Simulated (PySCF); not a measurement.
# What a change does: NMR shielding calculation on C₆H₄

System: C₆H₄.
Method of run 1: GIAO HCTH407/pcSseg-1 NMR shielding, non-relativistic, gas phase (PySCF 2.14.0).

The geometry comes from this level: GFN2-xTB. Text and figures count atoms from 1; the logs count them from 0 in places.

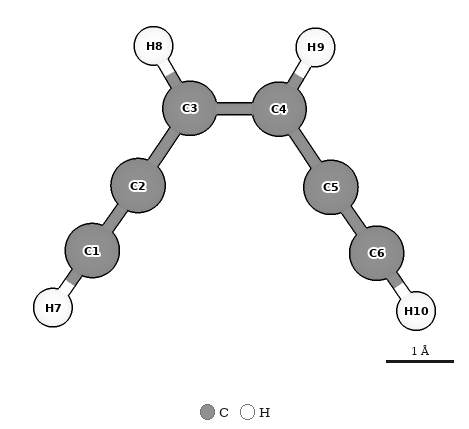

Figure 1. The structure (ball-and-stick view, seen on its broad side; atoms are numbered from 1 in the order of the input).

**Input file, run 1**
```
{"job": {"kind": "nmr", "xc": "HCTH407", "basis": "pcSseg-1", "pop": false, "scf": {"guess": "atom", "conv": 1e-07}}, "charge": 0, "multiplicity": 1}
C     -1.211011    -2.006942     0.739586
C     -1.156027    -0.815956     0.588490
C     -1.122117     0.578948     0.417676
C     -0.009948     1.264799     0.112435
C      1.249267     0.666899    -0.069591
C      2.336781     0.180566    -0.228296
H     -1.249825    -3.046754     0.870415
H     -2.065284     1.094707     0.547223
H     -0.045205     2.340501    -0.006276
H      3.282251    -0.252114    -0.365426
```

The first line tells a small driver script what to run in PySCF; the rest is the geometry in Å.

Command:
```bash
OMP_NUM_THREADS=1 python <driver script> task.json out
```

Hardware: 1 CPU thread, shared host.

**Output (run 1)**
```
final grid: 88736 points
cycle   1  E = -230.4089585478  dE =  1.387e+00  |g| = 1.201e+00  |ddm| = 4.129e+00
cycle   2  E = -230.0925841191  dE =  3.164e-01  |g| = 1.572e+00  |ddm| = 3.567e+00
cycle   3  E = -230.6656658485  dE = -5.731e-01  |g| = 7.677e-01  |ddm| = 2.711e+00
cycle   4  E = -230.8242292259  dE = -1.586e-01  |g| = 1.104e-01  |ddm| = 6.246e-01
cycle   5  E = -230.8266457906  dE = -2.417e-03  |g| = 5.661e-02  |ddm| = 1.936e-01
cycle   6  E = -230.8274713549  dE = -8.256e-04  |g| = 1.446e-02  |ddm| = 7.188e-02
cycle   7  E = -230.8275253397  dE = -5.398e-05  |g| = 2.787e-03  |ddm| = 1.393e-02
cycle   8  E = -230.8275277048  dE = -2.365e-06  |g| = 3.706e-04  |ddm| = 3.782e-03
cycle   9  E = -230.8275277349  dE = -3.009e-08  |g| = 2.322e-04  |ddm| = 5.946e-04
converged SCF energy = -230.8275277349

GIAO shielding tensors (ppm)
atom      isotropic    diamagn.    paramagn.     s11        s22        s33       span
  0 C       90.964     259.421    -168.457     41.206     52.012    179.675    138.469
  1 C       98.715     251.438    -152.723      2.920      9.829    283.396    280.476
  2 C       61.120     255.164    -194.044    -45.962     73.460    155.862    201.825
  3 C       61.126     255.315    -194.189    -45.972     73.540    155.810    201.783
  4 C       98.716     251.539    -152.823      2.909      9.834    283.404    280.496
  5 C       91.014     259.336    -168.322     41.233     52.068    179.740    138.507
  6 H       28.432      35.320      -6.888     25.117     25.653     34.526      9.409
  7 H       25.631      28.378      -2.747     23.154     25.765     27.973      4.820
  8 H       25.631      28.535      -2.904     23.162     25.758     27.973      4.812
  9 H       28.430      35.306      -6.876     25.111     25.652     34.528      9.417
```

The input of run 2 differs as follows (lines with − go, lines with + come):
```diff
-"xc": "HCTH407"
+"xc": "revPBE"
-"pop": false
-"scf": {"guess": "atom"
-"conv": 1e-07}
+"pop": true
```

How does run 2 compare with run 1?

The total energies belong to different methods, so their difference says nothing on which is more stable or more accurate. The HOMO goes from −6.00 to −5.83 eV. The LUMO goes from −2.60 to −2.44 eV. Of all shieldings, the largest change is that of C1 and C6, by −3.3 ppm. The functional changes from HCTH407 to revPBE. The SCF takes 14 iterations against 9.

**Output (run 2)**
```
coarse grid: 9000 points
cycle   1  E = -230.6820164934  dE =  7.881e-01  |g| = 5.250e-01  |ddm| = 3.395e+00
cycle   2  E = -230.6581897154  dE =  2.383e-02  |g| = 5.955e-01  |ddm| = 1.469e+00
cycle   3  E = -230.7542189066  dE = -9.603e-02  |g| = 1.115e-01  |ddm| = 9.399e-01
cycle   4  E = -230.7563935641  dE = -2.175e-03  |g| = 7.293e-02  |ddm| = 1.482e-01
cycle   5  E = -230.7576579550  dE = -1.264e-03  |g| = 2.712e-02  |ddm| = 6.488e-02
cycle   6  E = -230.7578303063  dE = -1.724e-04  |g| = 3.473e-03  |ddm| = 2.025e-02
cycle   7  E = -230.7578331841  dE = -2.878e-06  |g| = 5.413e-04  |ddm| = 4.319e-03
final grid: 88736 points
cycle   8  E = -230.8014998686  dE = -3.833e-05  |g| = 7.354e-03  |ddm| = 9.853e-02
cycle   9  E = -230.8014976150  dE =  2.254e-06  |g| = 7.961e-03  |ddm| = 2.040e-02
cycle  10  E = -230.8015153081  dE = -1.769e-05  |g| = 6.260e-04  |ddm| = 1.018e-02
cycle  11  E = -230.8015152654  dE =  4.266e-08  |g| = 7.260e-04  |ddm| = 1.118e-03
cycle  12  E = -230.8015154116  dE = -1.462e-07  |g| = 1.430e-04  |ddm| = 6.006e-04
cycle  13  E = -230.8015154158  dE = -4.173e-09  |g| = 5.665e-05  |ddm| = 1.430e-04
cycle  14  E = -230.8015154166  dE = -7.913e-10  |g| = 2.502e-05  |ddm| = 6.844e-05
converged SCF energy = -230.8015154166

GIAO shielding tensors (ppm)
atom      isotropic    diamagn.    paramagn.     s11        s22        s33       span
  0 C       87.683     257.284    -169.601     36.642     48.026    178.380    141.738
  1 C       96.040     250.956    -154.916     -1.213      5.885    283.446    284.659
  2 C       58.298     254.412    -196.114    -50.680     70.726    154.848    205.528
  3 C       58.295     254.550    -196.256    -50.707     70.765    154.825    205.532
  4 C       96.037     251.057    -155.020     -1.222      5.887    283.446    284.668
  5 C       87.689     257.205    -169.516     36.633     48.031    178.404    141.771
  6 H       28.452      35.325      -6.873     25.163     25.695     34.498      9.335
  7 H       25.707      28.454      -2.747     23.265     25.824     28.034      4.769
  8 H       25.705      28.596      -2.891     23.265     25.820     28.031      4.766
  9 H       28.451      35.311      -6.860     25.162     25.693     34.498      9.337
```

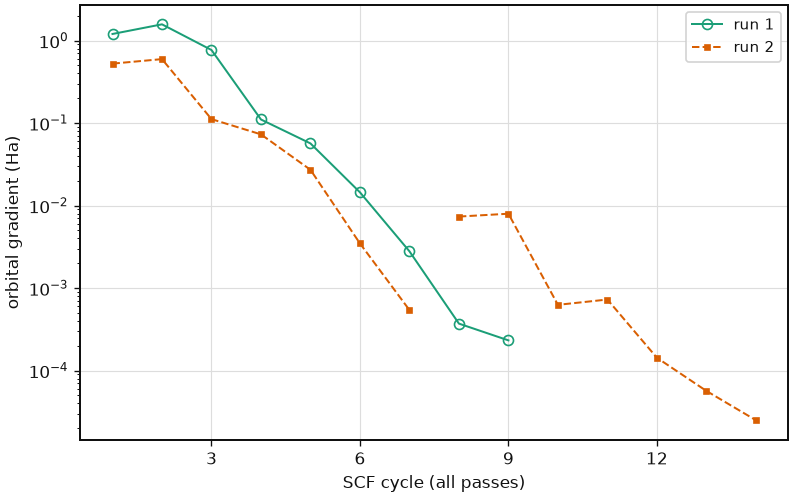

Figure 2. Convergence of the two runs: orbital gradient against the SCF cycle. A break in a curve parts two SCF passes (coarse and final grid). Run 1 takes 9 cycles in all, and run 2 takes 14.

**The two runs side by side**

```tsv
quantity	run 1	run 2
outcome	converged	converged
total energy (hartree)	−230.827528	−230.801515
HOMO (eV)	−6.00	−5.83
LUMO (eV)	−2.60	−2.44
dipole moment (D)	0.12	0.10
shielding of C1 (ppm)	91.0	87.7
shielding of C2 (ppm)	98.7	96.0
shielding of C3 (ppm)	61.1	58.3
shielding of C4 (ppm)	61.1	58.3
shielding of C5 (ppm)	98.7	96.0
shielding of C6 (ppm)	91.0	87.7
shielding of H8 (ppm)	25.6	25.7
SCF iterations	9	14
basis functions	122	122
wall time (shared host)	14 s	14 s
```
